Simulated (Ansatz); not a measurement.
## Electronic structure of C₃H₇BBrF (SMILES CCCB(F)Br) in real space

```xyz
13

C     0.6026    1.8728    1.2135
C     0.6201    0.9574   -0.0199
C     1.5405    1.4696   -1.1290
B    -0.0422    3.2942    1.0729
Br   -1.4520    3.6898   -0.1973
F     0.3171    4.2950    1.8753
H     0.0198    1.3932    2.0381
H     1.6257    1.9990    1.6339
H     0.9360   -0.0634    0.2838
H    -0.4144    0.8551   -0.4121
H     1.5417    0.7901   -2.0047
H     2.5886    1.5613   -0.7741
H     1.2200    2.4706   -1.4864
```

Geometry: PBE-D3(BJ)/def2-SVP.

Computed with Ansatz, isolated molecule in a Gaussian basis; Kohn-Sham density functional theory, functional PBE0.

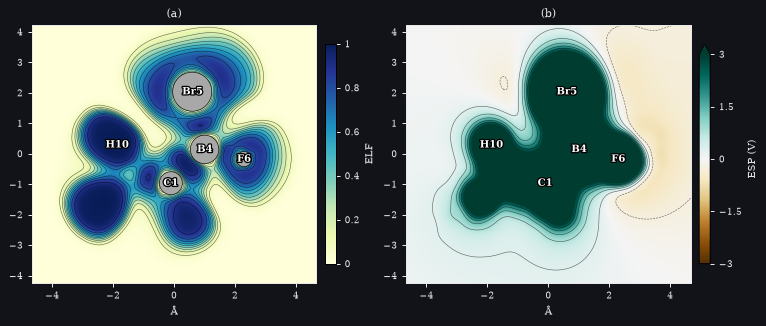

Figure 1. (a) ELF; (b) molecular electrostatic potential on the plane of atoms C1, B4 and F6. Grey discs cover the atomic cores in the ELF map.

### What do the fields say about this system?

Atoms in the plane: C, B, Br, F and H.
B–F (1.33 Å): the ELF peaks at about 0.85 between the atoms, as expected for a polar covalent bond.
C–B (1.57 Å): the ELF peaks at about 1 between the atoms: a covalent bond.
B–Br (1.94 Å): the ELF peaks at about 0.90 between the atoms, as expected for a polar covalent bond.
The ELF also peaks beside F6 and Br5, away from the bonds: lone-pair regions.
Outside the dense part of the molecule the potential is most negative (−0.7 V) near F6.

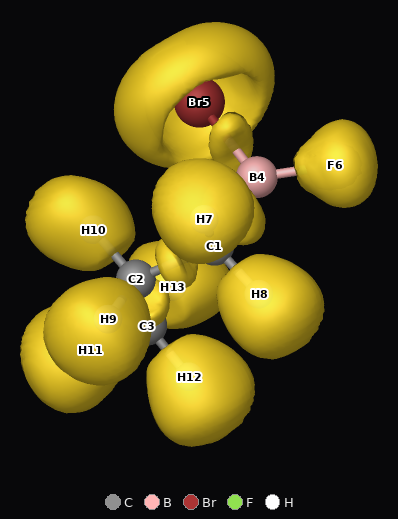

Figure 2. Isosurface of the ELF at 0.8 (yellow), seen at an oblique angle. Core shells and regions of very low density are left out.

### Identify the bonds, lone pairs and shells in this picture.

The ELF exceeds this value in one region between bonded B–Br atoms (shared pairs), one region between bonded B–C atoms (shared pairs), two regions between bonded C–C atoms (shared pairs), seven regions around hydrogen nuclei, one region on F in which the atom's valence shell and bonds are merged and one ring or bowl of non-bonding electrons around Br.


 C–C (1.53 Å): the ELF peaks at about 0.95 between the atoms, as expected for localised, covalent bonding.

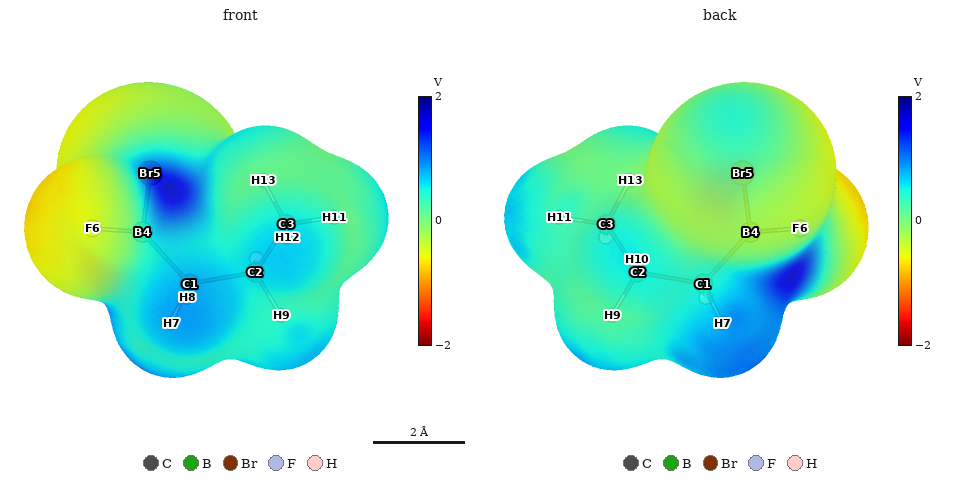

Figure 3. The molecular electrostatic potential painted on the density surface at 0.002 e/bohr³, seen from the front and from behind; the colour scale runs from red (negative) to blue (positive).

### Where is the surface potential most negative and most positive?

The most negative region (about −0.7 V) lies over F6, the most positive (about +1.5 V) over B4. Br5 shows a σ-hole: about +0.5 V at the tip opposite its bond, against about −0.3 V on its flanks.

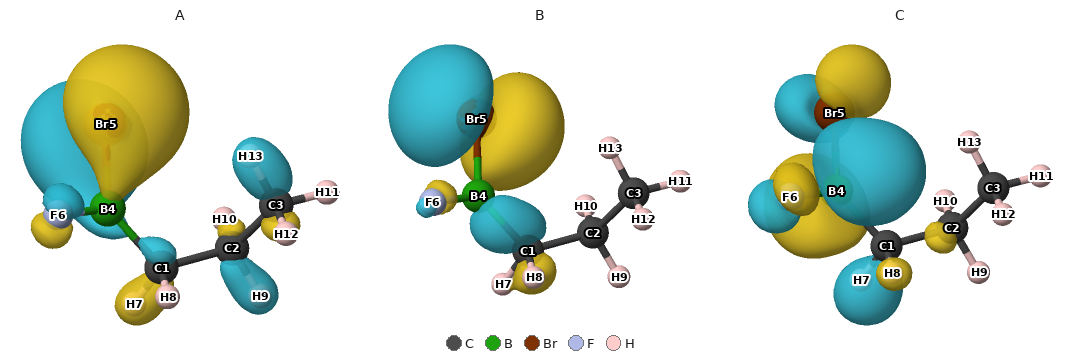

Figure 4. Three frontier orbitals at ±0.1 Å⁻³ᐟ² (yellow and cyan are the two phases), in no order.

### Which picture is the HOMO−1, the HOMO and the LUMO?

A is the HOMO−1 (−8.90 eV). By Hirshfeld shares it lies mainly on Br5 (about 80 %) and B4 (about 5 %); largely a lone pair of Br5. B is the HOMO (−8.50 eV). It lies mainly on Br5 (about 85 %); largely a lone pair of Br5. C is the LUMO (−0.87 eV). Its weight (Hirshfeld) is mainly on B4 (about 50 %), Br5 (about 20 %), F6 (about 10 %) and C1 (about 10 %).

### What is the HOMO–LUMO gap?

7.63 eV between the orbital energies.
